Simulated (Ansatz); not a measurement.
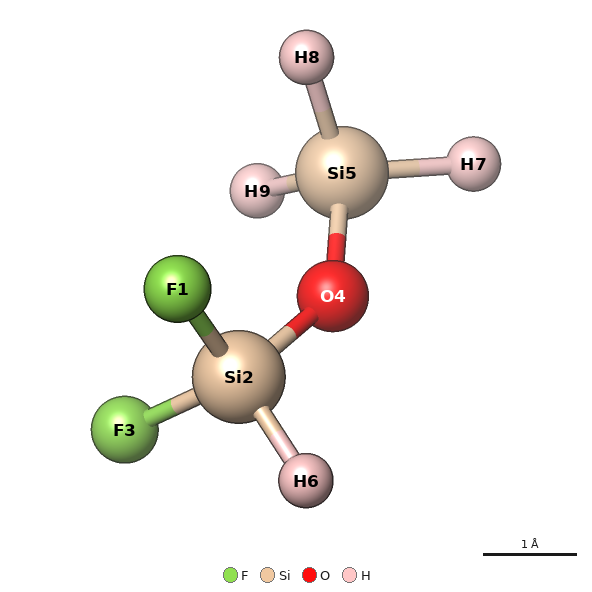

Orthographic view. Depth is shown by fading: the farther an atom, the more it takes the colour of the background. The geometry was computed by an optimisation with PBE-D4/def2-SVP. No frequency run is at hand to confirm it as a minimum.

Give the geometry as a Z-matrix, atoms in numerical order, with these reference atoms: 2 to 1; 3 to 2, 1; 4 to 2, 1, 3; 5 to 4, 2, 1; 6 to 2, 1, 3; 7 to 5, 4, 2; 8 to 5, 7, 4; 9 to 5, 7, 8.

```
F  
Si   1   1.624
F    2   1.624   1   106.3
O    2   1.640   1   110.1   3   119.2
Si   4   1.687   2   144.0   1   -58.4
H    2   1.480   1   110.0   3  -119.0
H    5   1.499   4   107.2   2   179.8
H    5   1.502   7   110.1   4   119.4
H    5   1.502   7   110.1   8   121.1
```
